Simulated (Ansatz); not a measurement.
## A computed series for Mg2Sn: pressure series

Start from Mg2Sn (space group Fm-3m, No. 225).

```xyz
3
Lattice="0.0000 3.4081 3.4081 3.4081 0.0000 3.4081 3.4081 3.4081 0.0000" Properties=species:S:1:pos:R:3 pbc="T T T"
Sn     0.0000     0.0000     0.0000
Mg     1.7040     1.7040     1.7040
Mg     5.1121     5.1121     5.1121
```

Cell and atoms are relaxed at each pressure.

Method: Ansatz (a quantum-chemistry and plane-wave program) PBE, no spin-orbit coupling.

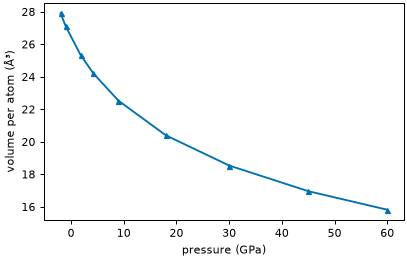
Figure. Volume against pressure

Q: Estimate the zero-pressure bulk modulus from the plot.

A: About 41 GPa; a third-order Birch–Murnaghan fit to the points gives V₀ = 26.39 Å³/atom, B₀ = 41 GPa and B₀′ = 4.0.

Load acts through the strain it causes; cell and atoms are relaxed under it. Whether these cells are dynamically stable was not tested. Competing high-pressure phases were not computed.
